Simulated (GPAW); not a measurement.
## MgS (F-43m): G0W0 on several meshes in GPAW

Wanted: mesh dependence and cost of G0W0 for MgS (F-43m).

Program: GPAW 26.7.0. Level of theory: LDA and many-body steps on it, plane waves. Results are calculated unless marked as measured.

## Step 1: Starting point

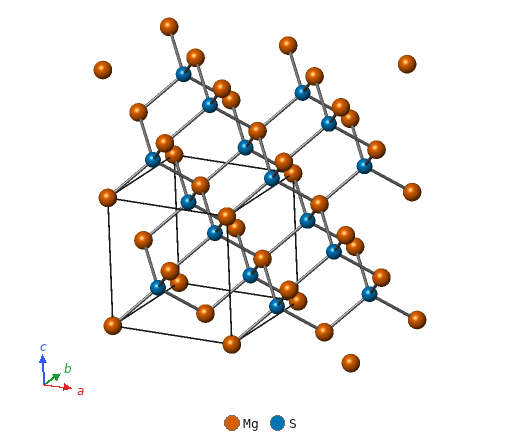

The cell as given, slightly off an axis (magnesium orange, sulfur blue). 2×1×2 cells are drawn. This picture shows the conventional cell, with its axes. Bonds to atoms that aren't drawn are left out. Some periodic images of atoms are drawn too.

As a file:

```
Mg S
1.0
     0.00000    2.83312    2.83312
     2.83312    0.00000    2.83312
     2.83312    2.83312    0.00000
Mg S
1 1
Direct
  0.00000 0.00000 0.00000
  0.75000 0.75000 0.75000
```

The cell and positions are those that the Materials Project relaxed with its own functionals (PBE, PBE+U or r2SCAN), kept fixed. This is not the form that MgS usually takes at ambient conditions.

## Step 2: Empty states on the mesh, 4×4×4 mesh, 418 bands

This step: GPAW 26.7.0; DFT, LDA, plane waves, PAW.

The sums over transitions need many empty states on a uniform mesh; this step solves for them.

run.py reads:

```python
import json
import numpy as np
from gpaw.mpi import world
from gpaw import GPAW

calc = GPAW('gs.gpw').fixed_density(kpts={'size': (4, 4, 4), 'gamma': True},
    parallel={'domain': 1, 'band': 1},
    txt='nscf.txt')
calc.diagonalize_full_hamiltonian(nbands=418)
calc.write('full.gpw', mode='all')
res = {}
kpts = calc.get_ibz_k_points()
res['kpts'] = kpts
res['eigenvalues'] = [calc.get_eigenvalues(kpt=k) for k in range(len(kpts))]
res['n_electrons'] = calc.get_number_of_electrons()

if world.rank == 0:
    with open('result.json', 'w') as f:
        json.dump(res, f, default=lambda x: x.tolist())
```

The run is started by

```sh
$ mpirun -n 4 gpaw python run.py
```

Numbers of over 12 decimals in the logs are rounded to 6 here.

Output:

```text
Diagonalizing LCAO Hamiltonian
Converting LCAO to pw mode
convergence criteria:
- Maximum integral of absolute [eigenst]ate change: 4e-08 eV^2 / valence electron
maximum number of iterations: 100

SCF iterations
|iter     |     time |      energy | eigst |  dens |
|iter:   1|  |             | +0.95 |       |
|iter:   2|  |             | -0.36 |       |
|iter:   3|  |             | -1.33 |       |
[...]
|iter:   7|  |             | -6.15 |       |
|iter:   8|  |             | -7.30 |       |
|iter:   9|  |             | -7.89c|       |
SCF steps: 9
  __  _  _
 | _ |_)|_||  |
 |__||  | ||/\| - 26.7.0

Input parameters:
  mode=PW(ecut=450.000000),
  convergence={'density': 1e-06, 'bands': -3},
  gpts=array([20, 20, 20]),
  kpts=MonkhorstPack(size=(4, 4, 4), gamma=True),
  maxiter=100,
  nbands=15,
  occupations=Occupations(name='fermi-dirac', width=0.001, fixmagmom=False),
  parallel={'domain': 1, 'band': 1},
  xc=XC(name='LDA')
Matrix size: 982x982
# Writing to full.gpw (mode='all')
  [... matrices ...]

timing:  # [seconds]
  Total: 2.356  # ━━━━━━━━━━━━━━━━━━━━━━━━━━━━━━━━━━━━━━━━━━━━━━━━━━━━━━━━━━━
```

The job ended after 4.8 s (4 MPI ranks of Arm Neoverse V2, shared host; peak memory 0.94 GiB).

Numbers from this step:

```yaml
gap: 3.176 eV
k_of_the_valence_top: 0, 0, 0
k_of_the_conduction_bottom: 0, 0, 0
least_direct_gap: 3.176 eV
k_points_computed: 8
lowest_point_of_the_top_converged_band_above_the_valence_top: 242.7077 eV
```

On this mesh the gap is 3.176 eV.

## Step 3: 4×4×4

Now the one-shot GW correction: screening in the RPA, then the self-energy of the levels asked for.

This step: G0W0 on LDA, plane waves, PAW.

run.py reads:

```python
import json
import numpy as np
from gpaw.mpi import world
from gpaw.response.g0w0 import G0W0

gw = G0W0('full.gpw',
    filename='gw',
    kpts=[0],
    bands=(6, 10),
    ecut=75,
    nbands=67,
    integrate_gamma='WS',
    ppa=True)
gw.calculate()
res = {mode: {k: v for k, v in r.items() if k != 'sigma_eskwn'}
       for mode, r in gw.all_results.items()}

if world.rank == 0:
    with open('result.json', 'w') as f:
        json.dump(res, f, default=lambda x: x.tolist())
```

The run is started by

```sh
$ mpirun -n 4 gpaw python run.py
```

Output:

```text
Using integrator: PointIntegrator
FrequencyGridDescriptor(from 0.000+0.000j to 0.000+27.211j eV, 2 points)
Nonperiodic BCs:  [False False False]
Using integrator: PointIntegrator
FrequencyGridDescriptor(from 0.000+0.000j to 0.000+27.211j eV, 2 points)
Nonperiodic BCs:  [False False False]
  ___  _ _ _
 |   || | | |
 | | || | | |
 |__ ||_____|
 |___|

BZ k-points: Symmetries present (total): 24

  [... matrices ...]
64 k-points: 4 x 4 x 4 Monkhorst-Pack grid + [1/8,1/8,1/8]
8 k-points in the irreducible part of the Brillouin zone
       k-points in crystal coordinates                weights
   0:     0.00000000    0.00000000    0.00000000          1/64
   1:     0.25000000    0.25000000    0.00000000          6/64
   2:     0.25000000    0.25000000    0.25000000          8/64
   3:     0.50000000    0.25000000   -0.25000000          6/64
   4:     0.50000000    0.25000000    0.25000000         12/64
   5:     0.50000000    0.50000000    0.00000000          3/64
   6:     0.50000000    0.50000000    0.25000000         24/64
   7:     0.50000000    0.50000000    0.50000000          4/64

Distributing spins, k-points and bands (1 x 1 x 4) over 4 processes
Number of blocks: 1

Quasi particle states:
k-points (IBZ indices): [0]
Band range: (6, 10)
  [... matrices ...]
Computational parameters:
Plane wave cut-off: 75 eV
Number of bands: 67
Coulomb cutoff: None
Broadening: 0.1 eV

fxc modes: GW
Kernel: RPA
Using Godby-Needs plasmon-pole approximation:
  Fitting energy: i*E0, E0 = 1.000 Hartree
Summing all q:

Calculating screened Coulomb potential
No Coulomb truncation
FrequencyGridDescriptor(from 0.000+0.000j to 0.000+27.211j eV, 2 points)
Removing empty qpoint cache files...

Calculating chi0 body with:
    Ground state adapter containing:
    Number of spins: 1
    Number of kpoints: 64
    Number of irreducible kpoints: 8
    Number of completely occupied states: 8
    Number of partially occupied states: 8
    Occupied states memory: 0.9765625 M / cpu

    Linear response parametrization:
    q_c: [0.0, 0.0, 0.0]
    Number of frequency points: 2
    Planewave cutoff: 75.0
    Number of bands: 67
    Number of planewaves: 65
    Broadening (eta): 1e-06
    comm.size: 4
    kncomm.size: 4
    blockcomm.size: 1

    Memory estimate of potentially large arrays:
        chi0_wGG: 0.128937 M / cpu
Integrating chi0 body.

Symmetries of q_c:
    Direct symmetries (Uq -> q): 24
    Indirect symmetries (TUq -> q): 24
In total 48 allowed symmetries.

  [... matrices ...]
8 groups of equivalent kpoints. 87.5% reduction.

Integral kind: response function
Integrating chi0 head and wings.

Symmetries of q_c:
    Direct symmetries (Uq -> q): 24
    Indirect symmetries (TUq -> q): 24
In total 48 allowed symmetries.

  [... matrices ...]
8 groups of equivalent kpoints. 87.5% reduction.

Integral kind: response function wings

Calculating chi0 body with:
    Ground state adapter containing:
    Number of spins: 1
    Number of kpoints: 64
    Number of irreducible kpoints: 8
    Number of completely occupied states: 8
    Number of partially occupied states: 8
    Occupied states memory: 0.9765625 M / cpu

    Linear response parametrization:
[... the further q-points ...]

Results:
f:      Occupation numbers
eps:     KS-eigenvalues [eV]
vxc:     KS vxc [eV]
exx:     Exact exchange [eV]
sigma:   Self-energies [eV]
dsigma:  Self-energy derivatives
Z:       Renormalization factors
qp:      QP-energies [eV]

k-point 0 (0): (0.000, 0.000, 0.000)                GW
band       f     eps     vxc     exx   sigma  dsigma       Z      qp
                                                                   GW
   6   1.000   1.541 -15.058 -18.097   2.057  -0.273   0.786   0.768
   7   1.000   1.541 -15.058 -18.097   2.057  -0.273   0.786   0.768
   8   0.000   4.716 -10.894  -6.591  -3.283  -0.217   0.822   5.554
   9   0.000   9.281 -10.602  -5.295  -3.871  -0.231   0.813  10.448
```

The job ended after 6.7 s (4 MPI ranks; peak memory 0.94 GiB; 26 s of CPU time).

Numbers from this step:

```
G0W0 gap on the points computed              : 4.786 eV
least direct G0W0 gap on the computed points : 4.786 eV
Z at the valence top                         : 0.7857
Z at the conduction bottom                   : 0.8216
starting gap on the mesh                     : 3.176 eV
k of the valence top                         : 0, 0, 0
k of the conduction bottom                   : 0, 0, 0
```

The gap on the mesh goes from 3.18 eV to 4.79 eV, a correction of +1.61 eV.

## Step 4: Empty states on the mesh, 6×6×6 mesh, 77 bands

This step: DFT, LDA, plane waves, PAW.

run.py reads:

```python
import json
import numpy as np
from gpaw.mpi import world
from gpaw import GPAW

calc = GPAW('gs.gpw').fixed_density(kpts={'size': (6, 6, 6), 'gamma': True},
    parallel={'domain': 1, 'band': 1},
    txt='nscf.txt')
calc.diagonalize_full_hamiltonian(nbands=77)
calc.write('full.gpw', mode='all')
res = {}
kpts = calc.get_ibz_k_points()
res['kpts'] = kpts
res['eigenvalues'] = [calc.get_eigenvalues(kpt=k) for k in range(len(kpts))]
res['n_electrons'] = calc.get_number_of_electrons()

if world.rank == 0:
    with open('result.json', 'w') as f:
        json.dump(res, f, default=lambda x: x.tolist())
```

The run is started by

```sh
$ mpirun -n 4 gpaw python run.py
```

Output:

```text
Diagonalizing LCAO Hamiltonian
Converting LCAO to pw mode
convergence criteria:
- Maximum integral of absolute [eigenst]ate change: 4e-08 eV^2 / valence electron
maximum number of iterations: 100

SCF iterations
|iter     |     time |      energy | eigst |  dens |
|iter:   1|  |             | +0.95 |       |
|iter:   2|  |             | -0.27 |       |
|iter:   3|  |             | -1.40 |       |
[...]
|iter:   7|  |             | -5.64 |       |
|iter:   8|  |             | -6.95 |       |
|iter:   9|  |             | -7.63c|       |
SCF steps: 9
  __  _  _
 | _ |_)|_||  |
 |__||  | ||/\| - 26.7.0

Input parameters:
  mode=PW(ecut=450.000000),
  convergence={'density': 1e-06, 'bands': -3},
  gpts=array([20, 20, 20]),
  kpts=MonkhorstPack(size=(6, 6, 6), gamma=True),
  maxiter=100,
  nbands=15,
  occupations=Occupations(name='fermi-dirac', width=0.001, fixmagmom=False),
  parallel={'domain': 1, 'band': 1},
  xc=XC(name='LDA')
Matrix size: 975x975
# Writing to full.gpw (mode='all')
  [... matrices ...]

timing:  # [seconds]
  Total: 3.446  # ━━━━━━━━━━━━━━━━━━━━━━━━━━━━━━━━━━━━━━━━━━━━━━━━━━━━━━━━━━━
```

It took 6.2 s on 4 MPI ranks; peak memory 0.9 GiB; 24 s of CPU time.

This step gave:

```yaml
gap: 3.176 eV
k_of_the_valence_top: 0, 0, 0
k_of_the_conduction_bottom: 0, 0, 0
least_direct_gap: 3.176 eV
k_points_computed: 16
lowest_point_of_the_top_converged_band_above_the_valence_top: 69.1838 eV
```

On this mesh the gap is 3.176 eV.

## Step 5: 6×6×6

This step: G0W0 on LDA, plane waves, PAW.

run.py reads:

```python
import json
import numpy as np
from gpaw.mpi import world
from gpaw.response.g0w0 import G0W0

gw = G0W0('full.gpw',
    filename='gw',
    kpts=[0],
    bands=(6, 10),
    ecut=75,
    nbands=67,
    integrate_gamma='WS',
    ppa=True)
gw.calculate()
res = {mode: {k: v for k, v in r.items() if k != 'sigma_eskwn'}
       for mode, r in gw.all_results.items()}

if world.rank == 0:
    with open('result.json', 'w') as f:
        json.dump(res, f, default=lambda x: x.tolist())
```

The run is started by

```sh
$ mpirun -n 4 gpaw python run.py
```

Output:

```text
Using integrator: PointIntegrator
FrequencyGridDescriptor(from 0.000+0.000j to 0.000+27.211j eV, 2 points)
Nonperiodic BCs:  [False False False]
Using integrator: PointIntegrator
FrequencyGridDescriptor(from 0.000+0.000j to 0.000+27.211j eV, 2 points)
Nonperiodic BCs:  [False False False]
  ___  _ _ _
 |   || | | |
 | | || | | |
 |__ ||_____|
 |___|

BZ k-points: Symmetries present (total): 24

  [... matrices ...]
216 k-points: 6 x 6 x 6 Monkhorst-Pack grid + [1/12,1/12,1/12]
16 k-points in the irreducible part of the Brillouin zone
       k-points in crystal coordinates                weights
   0:     0.00000000    0.00000000    0.00000000          1/216
   1:     0.16666667    0.16666667    0.00000000          6/216
   2:     0.16666667    0.16666667    0.16666667          8/216
[...]
9:     0.50000000    0.33333333   -0.16666667         12/216
          ...
  15:     0.50000000    0.50000000    0.50000000          4/216

Distributing spins, k-points and bands (1 x 1 x 4) over 4 processes
Number of blocks: 1

Quasi particle states:
k-points (IBZ indices): [0]
Band range: (6, 10)
  [... matrices ...]
Computational parameters:
Plane wave cut-off: 75 eV
Number of bands: 67
Coulomb cutoff: None
Broadening: 0.1 eV

fxc modes: GW
Kernel: RPA
Using Godby-Needs plasmon-pole approximation:
  Fitting energy: i*E0, E0 = 1.000 Hartree
Summing all q:

Calculating screened Coulomb potential
No Coulomb truncation
FrequencyGridDescriptor(from 0.000+0.000j to 0.000+27.211j eV, 2 points)
Removing empty qpoint cache files...

Calculating chi0 body with:
    Ground state adapter containing:
    Number of spins: 1
    Number of kpoints: 216
    Number of irreducible kpoints: 16
    Number of completely occupied states: 8
    Number of partially occupied states: 8
    Occupied states memory: 0.9765625 M / cpu

    Linear response parametrization:
    q_c: [1.3877787807814457e-17, 1.3877787807814457e-17, 1.3877787807814457e-17]
    Number of frequency points: 2
    Planewave cutoff: 75.0
    Number of bands: 67
    Number of planewaves: 65
    Broadening (eta): 1e-06
    comm.size: 4
    kncomm.size: 4
    blockcomm.size: 1

    Memory estimate of potentially large arrays:
        chi0_wGG: 0.128937 M / cpu
Integrating chi0 body.

Symmetries of q_c:
    Direct symmetries (Uq -> q): 24
    Indirect symmetries (TUq -> q): 24
In total 48 allowed symmetries.

  [... matrices ...]
16 groups of equivalent kpoints. 92.592593% reduction.

Integral kind: response function
Integrating chi0 head and wings.

Symmetries of q_c:
    Direct symmetries (Uq -> q): 24
    Indirect symmetries (TUq -> q): 24
In total 48 allowed symmetries.

  [... matrices ...]
16 groups of equivalent kpoints. 92.592593% reduction.

Integral kind: response function wings

Calculating chi0 body with:
    Ground state adapter containing:
    Number of spins: 1
    Number of kpoints: 216
    Number of irreducible kpoints: 16
    Number of completely occupied states: 8
    Number of partially occupied states: 8
[... the further q-points ...]

Results:
f:      Occupation numbers
eps:     KS-eigenvalues [eV]
vxc:     KS vxc [eV]
exx:     Exact exchange [eV]
sigma:   Self-energies [eV]
dsigma:  Self-energy derivatives
Z:       Renormalization factors
qp:      QP-energies [eV]

k-point 0 (0): (0.000, 0.000, 0.000)                GW
band       f     eps     vxc     exx   sigma  dsigma       Z      qp
                                                                   GW
   6   1.000   1.541 -15.058 -18.036   2.006  -0.272   0.786   0.777
   7   1.000   1.541 -15.058 -18.036   2.006  -0.272   0.786   0.777
   8   0.000   4.716 -10.894  -6.688  -3.200  -0.215   0.823   5.544
   9   0.000   9.281 -10.602  -5.308  -3.851  -0.229   0.813  10.454
```

Wall time 22 s (4 MPI ranks); peak memory 0.91 GiB; 87 s of CPU time.

Numbers from this step:

```yaml
g0w0_gap_on_the_points_computed: 4.768 eV
least_direct_g0w0_gap_on_the_computed_points: 4.768 eV
z_at_the_valence_top: 0.7859
z_at_the_conduction_bottom: 0.8231
starting_gap_on_the_mesh: 3.176 eV
k_of_the_valence_top: 0, 0, 0
k_of_the_conduction_bottom: 0, 0, 0
```

Against G0W0 in GPAW (4×4×4 mesh, 67 bands, screening to 75 eV, Godby-Needs plasmon pole), the gap moves by −0.018 eV.

## Step 6: The runs together

Times are wall times on 4 MPI ranks of Arm Neoverse V2, shared host, good to a factor of about two.

| run | mesh | bands | screening cutoff (eV) | DFT gap (eV) | gap on the mesh (eV) | direct (eV) | time |
| --- | --- | --- | --- | --- | --- | --- | --- |
| 4×4×4 | 4×4×4 | 67 | 75 | 3.176 | 4.786 | 4.786 | 6.7 s |
| 6×6×6 | 6×6×6 | 67 | 75 | 3.176 | 4.768 | 4.768 | 22 s |

## Step 7: What came out

```json
{
 "4×4×4": "4.786 eV",
 "6×6×6": "4.768 eV",
 "known limits": "not at the basis limit; coarse k mesh"
}
```

**Reading.** 6×6×6: −0.018 eV against 4×4×4. Bands and cutoff are finite, so the gap is not at the basis limit. The miss can reach some tenths of an eV and take either sign; the mesh is an error of its own. These stock PAW sets were not made for GW. In the G0W0 runs levels were corrected at 1 k point alone, so a gap called «on the mesh» is the least over those, and an edge elsewhere would be missed. The 4×4×4 mesh is coarse for this cell, which bears on the long-range parts of exchange and screening.

[Paths, hosts, dates, memory and timing lines, banners, echoed tables and standing remarks are left out of the program output.]

[Logs are printed without paths, hosts, clocks, repeated set-up lines and the standing remarks that a program may print on its own settings, such as how far it seeks lower states.]

[Runs of the session that timed out or met a known fault of the program may be left out.]

[Hosts, paths, dates, database ids (printed as entryN), source tags and the programs' standing remarks are cut or masked in the printed files.]
